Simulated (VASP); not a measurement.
# Adsorption sites of N on Ta(100), part 3 of 6

Which site of Ta(100) does N prefer, and what does it do to the work function?

VASP 6.6.1, plane waves and PAW; the level of theory is named at each step.

So far. Step 3 (The bulk reference, job self-consistent run, k-mesh …): The run ends at a pressure of -0.16 GPa. Step 4 (Relaxing the slab): The run ended after 9 ionic steps, 0.436 eV below its first step, once the forces on the free atoms met EDIFFG = -0.03.

### Step 5. Vacuum level and density of states

Level of this step: PBE; plane waves and PAW (Ta) (VASP).

A static run writes the electrostatic potential without exchange and correlation (LVHAR), which is flat in the vacuum and gives the level to count from. The dipole correction cancels the field that unlike faces would set up across the vacuum.

INCAR reads:

```
SYSTEM = Ta
PREC = Normal
ENCUT = 440
EDIFF = 1E-06
NELM = 120
ISMEAR = 1
SIGMA = 0.15
LREAL = Auto
ALGO = Fast
GGA = PE
NBANDS = 56
LASPH = .TRUE.
LORBIT = 11
LWAVE = .FALSE.
LCHARG = .FALSE.
KPAR = 2
NCORE = 2
IDIPOL = 3
LDIPOL = .TRUE.
DIPOL = 0.5 0.5 0.497
LVHAR = .TRUE.
LVACPOTAV = .TRUE.
NEDOS = 1500
```

POSCAR reads:

```
Ta
1.0
    6.6200000000      0.0000000000      0.0000000000
    0.0000000000      6.6200000000      0.0000000000
    0.0000000000      0.0000000000     19.9650000000
Ta
16
Selective dynamics
Direct
    0.2500000000      0.2500000000      0.3756574000  F F F
    0.7500000000      0.2500000000      0.3756574000  F F F
    0.2500000000      0.7500000000      0.3756574000  F F F
    0.7500000000      0.7500000000      0.3756574000  F F F
    0.0000000000      0.0000000000      0.4585524700  F F F
    0.5000000000      0.0000000000      0.4585524700  F F F
    0.0000000000      0.5000000000      0.4585524700  F F F
    0.5000000000      0.5000000000      0.4585524700  F F F
    0.2500000000      0.2500000000      0.5409348640  T T T
    0.7500000000      0.2500000000      0.5409348640  T T T
    0.2500000000      0.7500000000      0.5409348640  T T T
    0.7500000000      0.7500000000      0.5409348640  T T T
    0.0000000000      0.0000000000      0.6148455992  T T T
    0.5000000000      0.0000000000      0.6148455992  T T T
    0.0000000000      0.5000000000      0.6148455992  T T T
    0.5000000000      0.5000000000      0.6148455992  T T T
```

KPOINTS reads:

```
Automatic mesh
0
Gamma
4 4 1
0 0 0
```

PAW data sets: Ta (PBE family, release 64).

Launch:

```sh
mpirun -np 4 vasp_std
```

Output:

```text
[... set-up lines as in an earlier step ...]
 entering main loop
       N       E                     dE             d eps       ncg     rms          rms(c)
DAV:   1     0.300875503084E+03    0.30088E+03   -0.23870E+04   672   0.935E+02
DAV:   2    -0.130805043763E+03   -0.43168E+03   -0.39963E+03  1008   0.167E+02
DAV:   3    -0.191597615564E+03   -0.60793E+02   -0.58224E+02   832   0.660E+01
DAV:   4    -0.196723571263E+03   -0.51260E+01   -0.49430E+01  1120   0.176E+01
DAV:   5    -0.196907963610E+03   -0.18439E+00   -0.18152E+00  1096   0.338E+00    0.499E+01
RMM:   6    -0.193238746842E+03    0.36692E+01   -0.21113E+02   928   0.250E+01    0.258E+01
RMM:   7    -0.256508993153E+03   -0.63270E+02   -0.21215E+02  1055   0.238E+01    0.281E+01
RMM:   8    -0.181014875248E+03    0.75494E+02   -0.11552E+02   858   0.199E+01    0.141E+01
RMM:   9    -0.174131908677E+03    0.68830E+01   -0.16555E+01   777   0.107E+01    0.511E+00
RMM:  10    -0.174279937306E+03   -0.14803E+00   -0.15052E+01  1011   0.691E+00    0.171E+00
RMM:  11    -0.174473284682E+03   -0.19335E+00   -0.22740E+00  1059   0.308E+00    0.134E+00
RMM:  12    -0.174504496091E+03   -0.31211E-01   -0.29495E-01  1045   0.106E+00    0.990E-01
RMM:  13    -0.174533098757E+03   -0.28603E-01   -0.22715E-01   966   0.901E-01    0.810E-01
RMM:  14    -0.174506361377E+03    0.26737E-01   -0.56023E-02   906   0.554E-01    0.495E-01
RMM:  15    -0.174501779584E+03    0.45818E-02   -0.72098E-02  1053   0.464E-01    0.133E-01
RMM:  16    -0.174504995715E+03   -0.32161E-02   -0.28593E-02  1101   0.274E-01    0.191E-01
RMM:  17    -0.174504248512E+03    0.74720E-03   -0.28355E-03   872   0.135E-01    0.150E-01
RMM:  18    -0.174503750584E+03    0.49793E-03   -0.23548E-03  1025   0.927E-02    0.594E-02
RMM:  19    -0.174503841760E+03   -0.91176E-04   -0.12506E-03  1075   0.605E-02    0.315E-02
RMM:  20    -0.174503883503E+03   -0.41743E-04   -0.31119E-04  1055   0.338E-02    0.303E-02
RMM:  21    -0.174503912181E+03   -0.28678E-04   -0.91837E-05  1087   0.194E-02    0.197E-02
RMM:  22    -0.174503924176E+03   -0.11995E-04   -0.20594E-05   896   0.103E-02    0.136E-02
RMM:  23    -0.174503954074E+03   -0.29898E-04   -0.13266E-04  1143   0.193E-02    0.118E-02
RMM:  24    -0.174503966861E+03   -0.12787E-04   -0.11654E-05   865   0.849E-03    0.524E-03
RMM:  25    -0.174503981250E+03   -0.14389E-04   -0.98990E-06   854   0.576E-03    0.223E-03
RMM:  26    -0.174503995867E+03   -0.14617E-04   -0.13635E-06   498   0.319E-03    0.216E-03
RMM:  27    -0.174504009956E+03   -0.14090E-04   -0.13610E-06   481   0.204E-03    0.163E-03
RMM:  28    -0.174504011975E+03   -0.20190E-05   -0.79690E-07   433   0.218E-03    0.512E-04
RMM:  29    -0.174504013880E+03   -0.19042E-05   -0.75893E-07   429   0.188E-03    0.692E-04
RMM:  30    -0.174504014049E+03   -0.16958E-06   -0.23865E-07   360   0.125E-03
 -----------------------------------------------------------------------------
|                                                                             |
|           W    W    AA    RRRRR   N    N  II  N    N   GGGG   !!!           |
|           W    W   A  A   R    R  NN   N  II  NN   N  G    G  !!!           |
|           W    W  A    A  R    R  N N  N  II  N N  N  G       !!!           |
|           W WW W  AAAAAA  RRRRR   N  N N  II  N  N N  G  GGG   !            |
|           WW  WW  A    A  R   R   N   NN  II  N   NN  G    G                |
|           W    W  A    A  R    R  N    N  II  N    N   GGGG   !!!           |
|                                                                             |
|     Did not find any points to average over, which means that no vacuum     |
|     field-free region was found. Please increase the size of  your cell     |
|     in the dimension of the dipole correction to obtain accurate            |
|     workfunction values.                                                    |
|                                                                             |
 -----------------------------------------------------------------------------

   1 F= -.17450401E+03 E0= -.17450889E+03  d E =0.146155E-01
```

Wall time 1.9 min (4 MPI ranks of AMD EPYC 7R43, shared host); peak memory 1.1 GiB.

Parts of OUTCAR (step 5):

```text
   NELECT =      80.0000    total number of electrons

 dipolmoment           0.000000      0.000000     -0.050871 electrons x Angstroem

 E-fermi :  -0.3791

 k-point     1 :       0.0000    0.0000    0.0000
  band No.  band energies     occupation
    ...
     35      -0.5216      2.03823
     36      -0.5100      2.01254
     37      -0.5100      2.01254
     38      -0.4224      1.46653
     39      -0.3899      1.12075
     40      -0.3111      0.31262
     41      -0.3111      0.31262
     42      -0.2482     -0.01294
     43      -0.2482     -0.01294
     44      -0.0651     -0.01168
    ...

  Total      -19.3257184    -19.3257184     -5.8111433      0.0000000      0.0000000      0.0000000
  in kB      -35.3884006    -35.3884006    -10.6411086      0.0000000      0.0000000      0.0000000
  external PRESSURE =     -27.1393033 kB  Pullay stress =       0.0000000 kB

 POSITION                                       TOTAL-FORCE (eV/Angst)
 -----------------------------------------------------------------------------------
      1.65500      1.65500      7.50000         0.000000     -0.000000      0.861113
      4.96500      1.65500      7.50000         0.000000     -0.000000      0.861113
      1.65500      4.96500      7.50000         0.000000      0.000000      0.861113
      4.96500      4.96500      7.50000         0.000000     -0.000000      0.861113
      0.00000      0.00000      9.15500         0.000000      0.000000     -0.867898
      3.31000      0.00000      9.15500         0.000000     -0.000000     -0.867898
      0.00000      3.31000      9.15500         0.000000     -0.000000     -0.867898
      3.31000      3.31000      9.15500        -0.000000     -0.000000     -0.867898
      1.65500      1.65500     10.79976        -0.000000     -0.000000      0.025299
      4.96500      1.65500     10.79976         0.000000     -0.000000      0.025299
      1.65500      4.96500     10.79976         0.000000      0.000000      0.025299
      4.96500      4.96500     10.79976         0.000000     -0.000000      0.025299
      0.00000      0.00000     12.27539         0.000000      0.000000     -0.018513
      3.31000      0.00000     12.27539        -0.000000      0.000000     -0.018513
      0.00000      3.31000     12.27539         0.000000     -0.000000     -0.018513
      3.31000      3.31000     12.27539        -0.000000      0.000000     -0.018513
 -----------------------------------------------------------------------------------
    total drift:                                0.000000      0.000000      0.003210

  FREE ENERGIE OF THE ION-ELECTRON SYSTEM (eV)
  ---------------------------------------------------
  free  energy   TOTEN  =      -174.5040140493 eV

  energy  without entropy=     -174.5186295426  energy(sigma->0) =     -174.50888588

 vacuum level on the upper side and lower side of the slab         3.401         3.611

[... 6 parts as in an earlier step ...]

[... 11 further parts left out ...]
```

This step gave:

```
electronic cycles                          : 30
Fermi energy                               : -0.3791 eV
dipole moment                              : 0, 0, -0.05087 e·Å
vacuum levels                              : 3.401, 3.611 eV
work functions of the upper and lower face : 3.780, 3.990 eV
```

Zero at the Fermi level. The planar average of the electrostatic potential by height:

| height (Å) | planar average of the electrostatic potential (eV) |
| --- | --- |
| 0 | 3.93 |
| 2 | 3.99 |
| 4 | 3.96 |
| 6 | 2.25 |
| 8 | -6.06 |
| 10 | -5.72 |
| 12 | -7.22 |
| 14 | 2.76 |
| 16 | 3.77 |
| 18 | 3.78 |

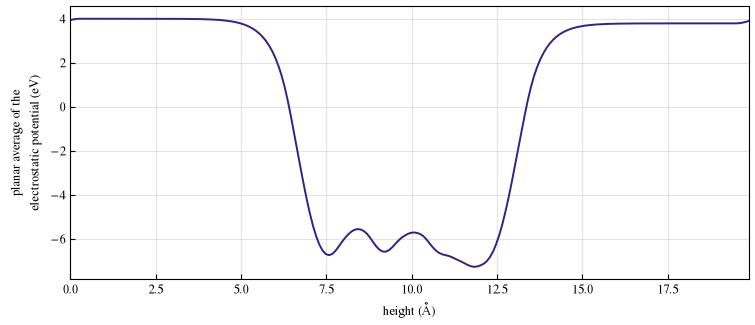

Planar average of the electrostatic potential, plotted against height.

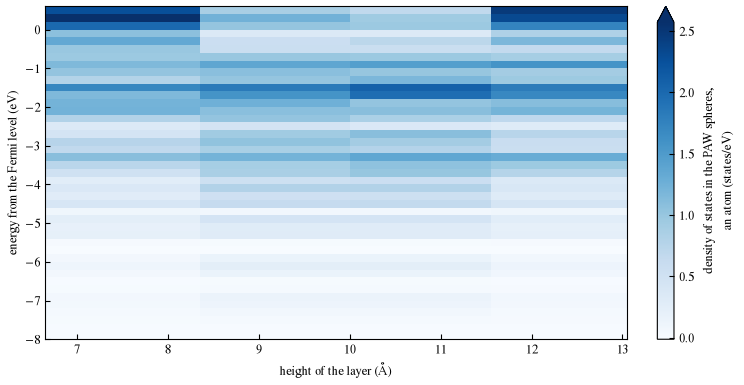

Density of states in the PAW spheres, an atom over height of the layer and energy from the Fermi level.

Force by atom:

| atom | x (eV/Å) | y (eV/Å) | z (eV/Å) | size |
| --- | --- | --- | --- | --- |
| Ta1 | 0.000 | 0.000 | 0.861 | 0.861 |
| Ta2 | 0.000 | 0.000 | 0.861 | 0.861 |
| Ta3 | 0.000 | 0.000 | 0.861 | 0.861 |
| Ta4 | 0.000 | 0.000 | 0.861 | 0.861 |
| Ta5 | 0.000 | 0.000 | -0.868 | 0.868 |
| Ta6 | 0.000 | 0.000 | -0.868 | 0.868 |
| Ta7 | 0.000 | 0.000 | -0.868 | 0.868 |
| Ta8 | 0.000 | 0.000 | -0.868 | 0.868 |
| Ta9 | 0.000 | 0.000 | 0.025 | 0.025 |
| Ta10 | 0.000 | 0.000 | 0.025 | 0.025 |
| Ta11 | 0.000 | 0.000 | 0.025 | 0.025 |
| Ta12 | 0.000 | 0.000 | 0.025 | 0.025 |
| Ta13 | 0.000 | 0.000 | -0.019 | 0.019 |
| Ta14 | 0.000 | 0.000 | -0.019 | 0.019 |
| Ta15 | 0.000 | 0.000 | -0.019 | 0.019 |
| Ta16 | 0.000 | 0.000 | -0.019 | 0.019 |

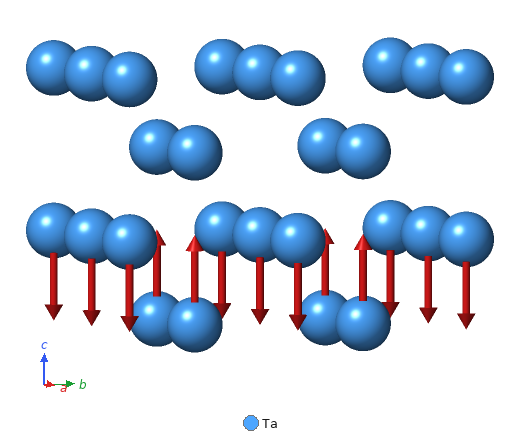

Force as arrows, the longest 0.868 eV/Å. Some periodic images of atoms are drawn too.

The map of layer states is cut here 0.5 eV above the Fermi level, so it leaves out the states above that.

The vacuum level lies 3.78 eV above the Fermi level at the upper face; the two faces differ by 0.21 eV, the step that the slab's dipole of -0.051 e·Å makes.

VASP counts the dipole in electrons times Å, so a positive number points the physical dipole along −c.

The program found no field-free point at its default tolerance, but its printed level agrees with the flat part of the planar average.

On this mesh the fine structure of the density of states is sampling noise, and high empty states may be cut by the number of bands.

### Step 6. Relaxing the atoms

This step: PBE; plane waves and PAW (N) (VASP 6.6.1).

System of this step: N2. The cell holds 2 atoms: 2 N. Its edges and angles: a = 11.000 Å, b = 11.500 Å, c = 14.000 Å, α = 90.0°, β = 90.0°, γ = 90.0°. Vacuum lies along a, b and c.

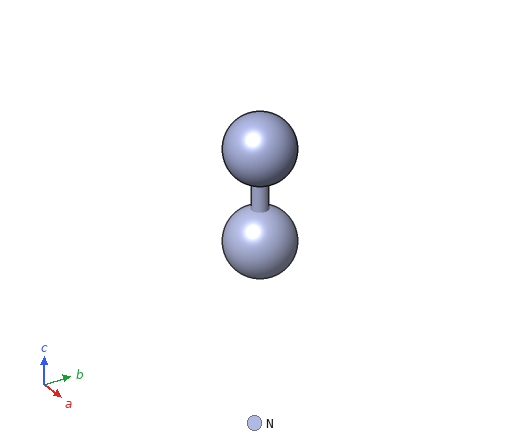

The cell of this step (nitrogen light blue).

The reference for N is the N2 molecule, relaxed in a box at the cutoff of the large cell.

INCAR reads:

```
SYSTEM = N
PREC = Normal
ENCUT = 440
EDIFF = 1E-05
NELM = 120
ISMEAR = 0
SIGMA = 0.01
LREAL = .FALSE.
ALGO = Fast
GGA = PE
NBANDS = 11
LORBIT = 11
LWAVE = .FALSE.
LCHARG = .FALSE.
NCORE = 4
IBRION = 2
NSW = 20
ISIF = 2
EDIFFG = -0.03
POTIM = 0.4
MAXMIX = 40
ISYM = 0
```

POSCAR reads:

```
N
1.0
   11.0000000000      0.0000000000      0.0000000000
    0.0000000000     11.5000000000      0.0000000000
    0.0000000000      0.0000000000     14.0000000000
N
2
Direct
    0.5000000000      0.5000000000      0.4607142900
    0.5000000000      0.5000000000      0.5392857100
```

KPOINTS reads:

```
Automatic mesh
0
Gamma
1 1 1
0 0 0
```

PAW data sets: N (PBE family, release 64).

Launch:

```sh
mpirun -np 4 vasp_gam
```

Output:

```text
[banner, memory and clock lines left out]
running    4 mpi-ranks, on    1 nodes
 distrk:  each k-point on    4 cores,    1 groups
 distr:  one band on    4 cores,    1 groups

 POSCAR found type information on POSCAR N
 POSCAR found :  1 types and       2 ions
 LDA part: xc-table for (Slater+PW92), standard interpolation
 POSCAR, INCAR and KPOINTS ok, starting setup
 FFT: planning ... GRIDC
 FFT: planning ... GRID_SOFT
 FFT: planning ... GRID
 WAVECAR not read
 entering main loop
       N       E                     dE             d eps       ncg     rms          rms(c)
DAV:   1     0.100426613299E+03    0.10043E+03   -0.17556E+03    30   0.369E+02
DAV:   2     0.164687890453E+02   -0.83958E+02   -0.83618E+02    41   0.761E+01
DAV:   3    -0.156765098365E+02   -0.32145E+02   -0.32061E+02    25   0.834E+01
DAV:   4    -0.174950388813E+02   -0.18185E+01   -0.18140E+01    28   0.264E+01
DAV:   5    -0.175110607534E+02   -0.16022E-01   -0.16022E-01    25   0.229E+00    0.803E+00
RMM:   6    -0.167744211108E+02    0.73664E+00   -0.86204E-01    22   0.603E+00    0.455E+00
RMM:   7    -0.166134072615E+02    0.16101E+00   -0.12342E+00    22   0.686E+00    0.116E+00
RMM:   8    -0.166115843291E+02    0.18229E-02   -0.23356E-01    22   0.357E+00    0.557E-01
RMM:   9    -0.166017277622E+02    0.98566E-02   -0.29213E-02    22   0.134E+00    0.691E-02
RMM:  10    -0.166036169580E+02   -0.18892E-02   -0.99292E-03    22   0.605E-01    0.109E-01
RMM:  11    -0.166045909784E+02   -0.97402E-03   -0.14352E-03    22   0.296E-01    0.215E-02
RMM:  12    -0.166048711696E+02   -0.28019E-03   -0.16850E-04    22   0.815E-02    0.149E-02
RMM:  13    -0.166059682564E+02   -0.10971E-02   -0.21345E-04    21   0.693E-02    0.712E-03
RMM:  14    -0.166062048877E+02   -0.23663E-03   -0.11687E-04    21   0.385E-02    0.520E-03
RMM:  15    -0.166065317217E+02   -0.32683E-03   -0.62805E-05    21   0.348E-02    0.946E-03
RMM:  16    -0.166065606093E+02   -0.28888E-04   -0.18591E-05    18   0.235E-02    0.244E-03
RMM:  17    -0.166066148402E+02   -0.54231E-04   -0.92727E-06    17   0.164E-02    0.385E-03
RMM:  18    -0.166066230053E+02   -0.81650E-05   -0.90034E-07    16   0.639E-03
   1 F= -.16606623E+02 E0= -.16606623E+02  d E =-.166066E+02
 curvature:   0.00 expect dE= 0.000E+00 dE for cont linesearch  0.000E+00
 trial: gam= 0.00000 g(F)=  0.466E+00 g(S)=  0.000E+00 ort = 0.000E+00 (trialstep = 0.100E+01)
 search vector abs. value=  0.466E+00
 bond charge predicted
       N       E                     dE             d eps       ncg     rms          rms(c)
DAV:   1    -0.153196499135E+02    0.12870E+01   -0.93559E+01    22   0.776E+01    0.387E+00
RMM:   2    -0.151701076877E+02    0.14954E+00   -0.79514E-01    22   0.745E+00    0.200E+00
RMM:   3    -0.151559969558E+02    0.14111E-01   -0.79896E-02    22   0.282E+00    0.142E+00
RMM:   4    -0.151139790370E+02    0.42018E-01   -0.26306E-01    22   0.314E+00    0.281E-01
RMM:   5    -0.151189772398E+02   -0.49982E-02   -0.26903E-02    22   0.124E+00    0.125E-01
RMM:   6    -0.151218486386E+02   -0.28714E-02   -0.19026E-02    22   0.773E-01    0.157E-01
RMM:   7    -0.151234367147E+02   -0.15881E-02   -0.22795E-03    22   0.337E-01    0.713E-02
RMM:   8    -0.151240312732E+02   -0.59456E-03   -0.58927E-04    23   0.112E-01    0.764E-02
RMM:   9    -0.151242832319E+02   -0.25196E-03   -0.22578E-04    22   0.889E-02    0.277E-02
RMM:  10    -0.151243788548E+02   -0.95623E-04   -0.70447E-05    21   0.493E-02    0.116E-02
RMM:  11    -0.151244609729E+02   -0.82118E-04   -0.47079E-05    21   0.376E-02    0.508E-03
RMM:  12    -0.151244831596E+02   -0.22187E-04   -0.15405E-05    18   0.230E-02    0.737E-03
RMM:  13    -0.151244904847E+02   -0.73252E-05   -0.31800E-06    17   0.124E-02
   2 F= -.15124490E+02 E0= -.15124490E+02  d E =0.148213E+01
[...]
3 F= -.16624904E+02 E0= -.16624904E+02  d E =-.182811E-01
 curvature:  -0.08 expect dE=-0.220E-03 dE for cont linesearch -0.220E-03
 ZBRENT: interpolating
 opt :   0.0808  next Energy=   -16.625022 (dE=-0.184E-01)
 bond charge predicted
       N       E                     dE             d eps       ncg     rms          rms(c)
DAV:   1    -0.166250540661E+02   -0.15224E-03   -0.40076E-03    33   0.519E-01    0.217E-02
RMM:   2    -0.166250472791E+02    0.67870E-05   -0.27146E-05    19   0.400E-02
   4 F= -.16625047E+02 E0= -.16625047E+02  d E =-.184243E-01
 curvature:  -0.04 expect dE=-0.193E-05 dE for cont linesearch -0.193E-05
 trial: gam= 0.00000 g(F)=  0.478E-04 g(S)=  0.000E+00 ort =-0.472E-02 (trialstep = 0.816E+00)
 search vector abs. value=  0.478E-04
 reached required accuracy - stopping structural energy minimisation
```

It took 18 s on 4 MPI ranks; peak memory 0.79 GiB; 68 s of CPU time.

OUTCAR, selected parts (step 6):

```text
   k-points           NKPTS =      1   k-points in BZ     NKDIM =      1   number of bands    NBANDS=     11

   ENCUT  =  440.0 eV  32.34 Ry    5.69 a.u.  18.81 19.67 23.94*2*pi/ulx,y,z

   NELECT =      10.0000    total number of electrons

 E-fermi :  -9.9997

 k-point     1 :       0.0000    0.0000    0.0000
  band No.  band energies     occupation
      1     -28.1070      2.00000
      2     -13.4986      2.00000
      3     -11.4740      2.00000
      4     -11.4736      2.00000
      5     -10.1070      2.00000
      6      -2.1062      0.00000
      7      -2.1058      0.00000
      8      -0.1987      0.00000
      9       0.5594      0.00000
     10       0.6122      0.00000
    ...

  Total       -0.3601616     -0.3748530     -0.4576763     -0.0000044     -0.0000469     -0.0000318
  in kB       -0.3258287     -0.3391197     -0.4140478     -0.0000040     -0.0000424     -0.0000288
  external PRESSURE =      -0.3596654 kB  Pullay stress =       0.0000000 kB

 POSITION                                       TOTAL-FORCE (eV/Angst)
 -----------------------------------------------------------------------------------
      5.50000      5.75000      6.44233        -0.000010     -0.000013      0.024877
      5.50000      5.75000      7.55767         0.000010      0.000013     -0.024877
 -----------------------------------------------------------------------------------
    total drift:                               -0.000004     -0.000005     -0.000016

  FREE ENERGIE OF THE ION-ELECTRON SYSTEM (eV)
  ---------------------------------------------------
  free  energy   TOTEN  =       -16.6250472791 eV

  energy  without entropy=      -16.6250472791  energy(sigma->0) =      -16.62504728

[... 1 part as in an earlier step ...]

[... 7 further parts left out ...]
```

Relaxation path:

| step | energy less that of the first step (eV) | largest force (eV/Å) |
| --- | --- | --- |
| 1 | 0.0000 | 2.4581 |
| 2 | 1.4821 | 13.6772 |
| 3 | -0.0183 | 0.1942 |
| 4 | -0.0184 | 0.0249 |

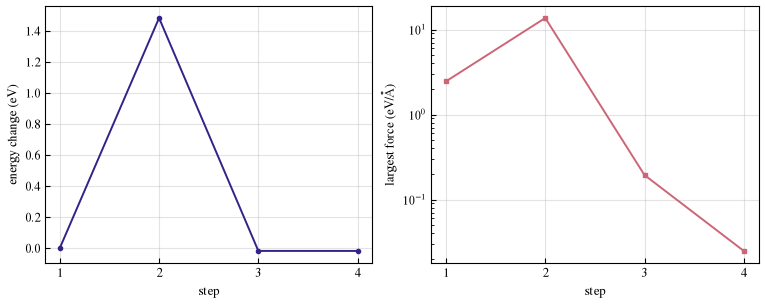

Energy and largest force along the relaxation.

The relaxed structure:

```
N
1.0
    11.00000    0.00000    0.00000
     0.00000   11.50000    0.00000
     0.00000    0.00000   14.00000
N
2
Direct
  0.50000 0.50000 0.46017
  0.50000 0.50000 0.53983
```

This step gave:

- electronic cycles: 42
- electrons: 10
- free energy (TOTEN): -16.63 eV
- gap between the highest filled and lowest empty level: 8.001 eV

The run ended after 4 ionic steps, 0.018 eV below its first step, once the forces on the free atoms met EDIFFG = -0.03.

Energy at zero smearing: -16.62505 eV.

(Part 3 of 6 ends here.)

[Lines on the potential files, build, host, timing and source positions are cut from VASP's logs without a mark.]

[Logs are printed without paths, hosts, clocks, repeated set-up lines and the standing remarks that a program may print on its own settings, such as how far it seeks lower states.]

[Hosts, paths, dates, database ids (printed as entryN), source tags and the programs' standing remarks are cut or masked in the printed files.]

[Runs that stopped without an error message from VASP are left out.]
